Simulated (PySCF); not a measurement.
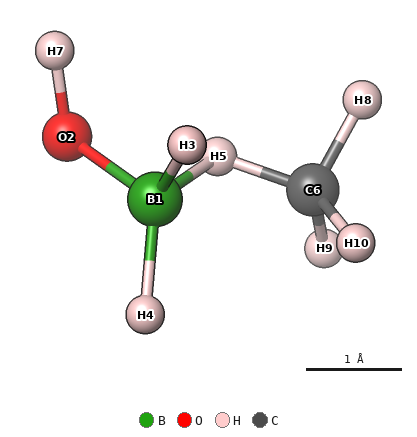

*The starting structure (ball-and-stick view, seen at a tilt; atoms are numbered from 1 in the order of the input).*

Geometry relaxation, with input and output: CH₇BO (part 1 of 2)

System: CH₇BO.
Method: RKS PBE0-D4/def2-TZVP, density fitting (PySCF 2.14.0).

The geometry is a transition state displaced along its imaginary mode. The reaction was set up to form B1–C6 and O2–H5 and to break B1–O2 and H5–C6 (atoms counted from 1 in the order of the input); sticks are drawn by distance alone.

**Input file**
```python
import json, numpy as np
from pyscf import gto, scf, dft, mp, cc
EV, BOHR = 27.211386245988, 0.529177210903
mol = gto.M(atom="""
B 0.000393 0.301097 -0.849414
O -1.433764 0.130992 -0.868146
H 0.695176 -0.528020 -1.411129
H 0.413933 1.447559 -0.900015
H -0.473307 -0.101826 0.414987
C 0.428331 -0.106442 1.001909
H -1.664683 -0.725926 -1.214560
H 0.405721 -1.137603 1.332597
H 0.145510 0.600663 1.772586
H 1.482689 0.119506 0.720983
""", basis="def2-tzvp", charge=0, spin=0, max_memory=8670, verbose=0)
def mean_field(mol, dm=None):
    mf = dft.RKS(mol, xc="pbe0").density_fit()
    mf.conv_tol = 1e-9; mf.grids.level = 4
    mf.kernel(dm0=dm)
    if not mf.converged: mf = mf.newton().run(mf.mo_coeff, mf.mo_occ)
    assert mf.converged
    return mf
def d4(mol):
    from pyscf.dispersion.dftd4 import DFTD4Dispersion
    real = gto.M(atom=[(mol.atom_pure_symbol(i), mol.atom_coord(i)) for i in range(10)], unit='B', charge=mol.charge, spin=None, basis='def2-svp', verbose=0)
    r = DFTD4Dispersion(real, xc="pbe0", atm=True).get_dispersion(grad=True); return r["energy"], r["gradient"]
def energy_and_gradient(mol, dm=None):
    mf = mean_field(mol, dm); e, g = d4(mol)
    return mf, (mf.e_tot + e) * EV, (mf.nuc_grad_method().kernel()[:10] + g) * EV / BOHR
out = {}
# rational-function steps on a BFGS-updated Hessian; the first Hessian (eV/A^2) comes from GFN2-xTB
H = np.load("h0.npy"); x = mol.atom_coords(unit="A").ravel(); dm = old = None; trust = 0.2; steps = []
for it in range(90):
    mol.set_geom_(x.reshape(-1, 3), unit="A"); mf, e, g = energy_and_gradient(mol, dm); g = g.ravel(); dm = mf.make_rdm1()
    print(f"relax step {it + 1}: E = {e:.6f} eV, largest force component {abs(g).max():.4f} eV/A", flush=True); steps.append([e, x.reshape(-1, 3).tolist(), (-g).reshape(-1, 3).tolist()])
    if abs(g).max() < 0.008: out['converged'] = True; break
    if old is not None:
        s, z = x - old[0], g - old[1]
        if s @ z > 1e-8: H = H + np.outer(z, z) / (s @ z) - np.outer(H @ s, H @ s) / (s @ H @ s)
        trust = max(0.03, trust / 2) if e > old[2] + 1e-4 else min(0.35, trust * 1.3)
    w, V = np.linalg.eigh(H); w = np.maximum(abs(w), 0.08); f = V.T @ g; M = np.diag(np.append(w, 0.0)); M[-1, :-1] = M[:-1, -1] = f
    dx = V @ (-f / (w - np.linalg.eigvalsh(M)[0])); big = np.linalg.norm(dx.reshape(-1, 3), axis=1).max(); dx *= min(1, trust / big)
    old = (x, g, e); x = x + dx
out.update(energy=e, forces=steps[-1][2], positions=steps[-1][1], steps=steps)
out['s2'] = mf.spin_square()[0]; out['nelec'] = mol.nelec
print(f"Total energy {out['energy']:.6f} eV, <S^2> {out['s2']:.4f}")
json.dump(out, open("out.json", "w"), default=float)
```

Run as:
```bash
OMP_NUM_THREADS=4 python run.py
```

**Output**
```
relax step 1: E = -3870.750918 eV, largest force component 2.4137 eV/A
relax step 2: E = -3871.397872 eV, largest force component 2.5916 eV/A
relax step 3: E = -3871.826928 eV, largest force component 1.1590 eV/A
relax step 4: E = -3872.025717 eV, largest force component 1.9054 eV/A
relax step 5: E = -3872.100314 eV, largest force component 1.8938 eV/A
relax step 6: E = -3872.165285 eV, largest force component 0.8755 eV/A
relax step 7: E = -3872.188451 eV, largest force component 1.4031 eV/A
relax step 8: E = -3872.234300 eV, largest force component 0.6685 eV/A
relax step 9: E = -3872.228831 eV, largest force component 0.8434 eV/A
relax step 10: E = -3872.253346 eV, largest force component 0.5319 eV/A
relax step 11: E = -3872.238480 eV, largest force component 0.7641 eV/A
relax step 12: E = -3872.269310 eV, largest force component 0.2744 eV/A
relax step 13: E = -3872.267268 eV, largest force component 0.6425 eV/A
relax step 14: E = -3872.274011 eV, largest force component 0.1605 eV/A
relax step 15: E = -3872.274538 eV, largest force component 0.3078 eV/A
relax step 16: E = -3872.277547 eV, largest force component 0.0716 eV/A
relax step 17: E = -3872.278560 eV, largest force component 0.0220 eV/A
relax step 18: E = -3872.279089 eV, largest force component 0.0201 eV/A
relax step 19: E = -3872.279230 eV, largest force component 0.0166 eV/A
relax step 20: E = -3872.279336 eV, largest force component 0.0196 eV/A
relax step 21: E = -3872.279627 eV, largest force component 0.0454 eV/A
relax step 22: E = -3872.280029 eV, largest force component 0.0567 eV/A
relax step 23: E = -3872.280460 eV, largest force component 0.0337 eV/A
relax step 24: E = -3872.280799 eV, largest force component 0.0210 eV/A
relax step 25: E = -3872.280957 eV, largest force component 0.0517 eV/A
relax step 26: E = -3872.281098 eV, largest force component 0.0111 eV/A
relax step 27: E = -3872.281179 eV, largest force component 0.0201 eV/A
relax step 28: E = -3872.281232 eV, largest force component 0.0083 eV/A
relax step 29: E = -3872.281257 eV, largest force component 0.0102 eV/A
relax step 30: E = -3872.281284 eV, largest force component 0.0095 eV/A
relax step 31: E = -3872.281330 eV, largest force component 0.0072 eV/A
```

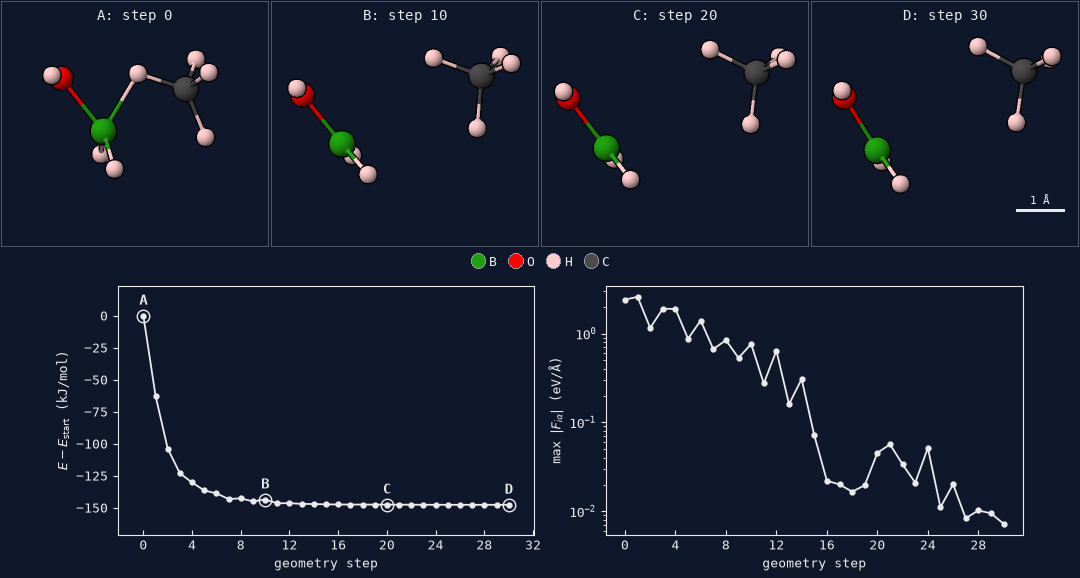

*Frames of the relaxation (ball-and-stick view, seen at a tilt) above the curves, on which the letters mark them (the first geometry is step 0 here and step 1 in the log).*

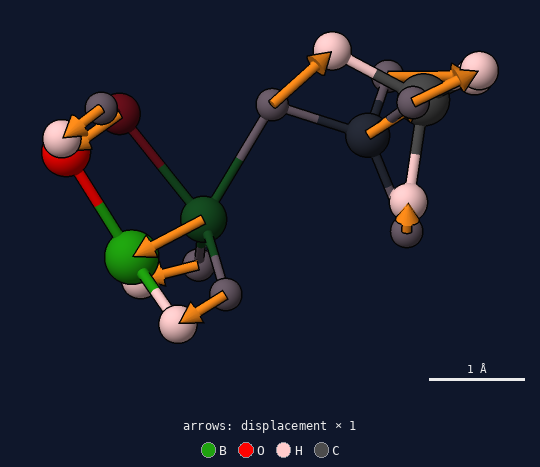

*Start (faint) and end (solid) with the displacements as orange arrows, at true length (ball-and-stick view, seen at a tilt). The two geometries are laid on each other by the best rigid fit.*

After 30 geometry steps the energy has fallen by 147.7 kJ/mol. Largest force component: 2.4 eV/Å at the start, 0.0072 eV/Å at the end. The atom that moves furthest after the best rigid fit is H9 (0.92 Å). By element the largest moves are H 0.92 Å, B 0.86 Å, O 0.71 Å, C 0.70 Å. Among the contacts that change: B1–H5 1.409 → 3.039 Å, B1–O2 1.444 → 1.348 Å, C6–H10 1.114 → 1.090 Å, B1–H3 1.219 → 1.202 Å. Among the angles that change: H5–C6–H10 130.9° → 109.8°, H5–C6–H8 98.8° → 109.6°, H5–C6–H9 99.6° → 109.3°. (Atoms are counted from 1 in the order of the input.)

```
Total energy -3872.281330 eV, <S^2> 0.0000
```

**Trajectory as extended XYZ (Å, eV, eV/Å), 21 of the 31 frames kept, from step=1 to step=31**
```
10
Properties=species:S:1:pos:R:3:forces:R:3 step=1 energy=-3870.75092
B     0.0004    0.3011   -0.8494   -0.0456   0.4615  -1.5176
O    -1.4338    0.1310   -0.8681   -0.1091   0.4675  -0.9687
H     0.6952   -0.5280   -1.4111   -0.2883   0.1033   0.2051
H     0.4139    1.4476   -0.9000   -0.3219  -0.3714   0.1568
H    -0.4733   -0.1018    0.4150   -0.5485   0.0269  -0.1636
C     0.4283   -0.1064    1.0019    2.4137  -0.1050   1.8260
H    -1.6647   -0.7259   -1.2146   -0.1540  -0.2432  -0.1854
H     0.4057   -1.1376    1.3326    0.0997  -0.2302   0.4654
H     0.1455    0.6007    1.7726    0.0419  -0.0086   0.4428
H     1.4827    0.1195    0.7210   -1.0877  -0.1009  -0.2608
10
Properties=species:S:1:pos:R:3:forces:R:3 step=3 energy=-3871.82693
B    -0.1098    0.3579   -1.1650   -0.1156  -0.0647  -0.0723
O    -1.4603    0.1661   -1.1369    0.2069   1.1590  -0.3823
H     0.6309   -0.5393   -1.4419    0.0131  -0.0588  -0.3505
H     0.3237    1.4401   -0.9190   -0.1238   0.1835  -0.1765
H    -0.3293   -0.0615    0.5430   -0.0527  -0.2820   0.8396
C     0.4932   -0.1603    1.2618   -0.1966   0.2607  -0.7254
H    -1.7131   -0.6805   -1.4615   -0.3105  -0.9761  -0.2361
H     0.5133   -1.1926    1.5895    0.1520  -0.0715   0.2455
H     0.2677    0.5588    2.0409    0.2410  -0.0372   0.3025
H     1.3835    0.1114    0.6889    0.1862  -0.1129   0.5553
10
Properties=species:S:1:pos:R:3:forces:R:3 step=4 energy=-3872.02572
B    -0.1060    0.3919   -1.3127   -0.2817  -0.0151   0.0985
O    -1.4553    0.2462   -1.3417   -0.4330  -1.9054  -0.0735
H     0.6213   -0.5285   -1.5403    0.0702  -0.0638  -0.1568
H     0.2943    1.4663   -1.0010    0.1151   0.2546  -0.3073
H    -0.3983   -0.0952    0.6753   -0.1662  -0.1604   0.3805
C     0.4759   -0.1775    1.3168   -0.0328  -0.0256   0.8835
H    -1.7181   -0.7197   -1.3949    0.4134   1.8500  -0.1826
H     0.5778   -1.2012    1.7167   -0.0834   0.4138  -0.2387
H     0.3645    0.5365    2.1572    0.0902  -0.3654  -0.4685
H     1.3441    0.0811    0.7241    0.3079   0.0173   0.0647
10
Properties=species:S:1:pos:R:3:forces:R:3 step=5 energy=-3872.10031
B    -0.1520    0.3866   -1.3338    1.4094   0.4041   0.1868
O    -1.4579    0.2120   -1.3740   -1.5127   0.2896  -0.2420
H     0.5970   -0.5126   -1.5837    0.1188  -0.0276  -0.2159
H     0.2347    1.4800   -1.0150    0.0140  -0.1167  -0.1158
H    -0.4617   -0.1489    0.8601   -0.0753   0.0199  -0.0254
C     0.4904   -0.1832    1.3728    0.7597  -0.2476   1.8938
H    -1.7460   -0.6228   -1.7301   -0.0947  -0.4546  -0.0018
H     0.6731   -1.2022    1.7940   -0.2439   0.6451  -0.4587
H     0.4755    0.5097    2.2617   -0.1005  -0.5216  -0.9641
H     1.3468    0.0812    0.7476   -0.2748   0.0095  -0.0570
10
Properties=species:S:1:pos:R:3:forces:R:3 step=7 energy=-3872.18845
B    -0.1460    0.4343   -1.3838   -0.8356   0.3243   0.0236
O    -1.4940    0.2223   -1.4453    0.6340   0.3199   0.0360
H     0.6088   -0.4271   -1.6888    0.2520  -0.2281  -0.1193
H     0.2043    1.5283   -1.0347   -0.0126  -0.1226  -0.0858
H    -0.4181   -0.1820    0.9069   -0.0503  -0.0689   0.2082
C     0.5095   -0.2276    1.4821    0.7176   0.4805  -1.4031
H    -1.7177   -0.6553   -1.7511   -0.0675  -0.2336  -0.0587
H     0.6650   -1.2344    1.8350    0.1083  -0.3253   0.1475
H     0.4430    0.4695    2.3027    0.0713   0.2114   0.2674
H     1.3449    0.0719    0.7764   -0.8171  -0.3575   0.9842
10
Properties=species:S:1:pos:R:3:forces:R:3 step=9 energy=-3872.22883
B    -0.1251    0.4183   -1.4509   -0.2583  -0.8434  -0.4138
O    -1.4563    0.2338   -1.5661   -0.1790  -0.1423  -0.0829
H     0.6260   -0.4880   -1.6982    0.0442   0.0603   0.0258
H     0.2248    1.4842   -1.1579    0.3394   0.8202   0.2676
H    -0.4727   -0.1759    0.9902    0.4298   0.0151   0.1325
C     0.4879   -0.1977    1.5296   -0.4496  -0.2452   0.6579
H    -1.6984   -0.6526   -1.8553    0.0475   0.1317   0.0873
H     0.6452   -1.2032    1.9493   -0.0641   0.2946  -0.1707
H     0.4417    0.5206    2.3584   -0.0326  -0.1451  -0.1871
H     1.3266    0.0605    0.8999    0.1227   0.0541  -0.3168
10
Properties=species:S:1:pos:R:3:forces:R:3 step=10 energy=-3872.25335
B    -0.1250    0.4684   -1.4607   -0.3398   0.5319   0.0337
O    -1.4511    0.2397   -1.5992    0.0461  -0.0389   0.0368
H     0.6579   -0.3724   -1.7527    0.2920  -0.2349  -0.0495
H     0.1941    1.5691   -1.0698   -0.0661  -0.3236  -0.1276
H    -0.4539   -0.2214    0.9896    0.1505   0.0392   0.0481
C     0.4821   -0.2469    1.5560   -0.2758  -0.3818  -0.0385
H    -1.6638   -0.6457   -1.9109    0.0647   0.0985   0.0136
H     0.6390   -1.2642    1.9196    0.0127   0.0579   0.0240
H     0.4002    0.4325    2.3933    0.0009   0.1683   0.2215
H     1.3203    0.0407    0.9333    0.1149   0.0834  -0.1624
```
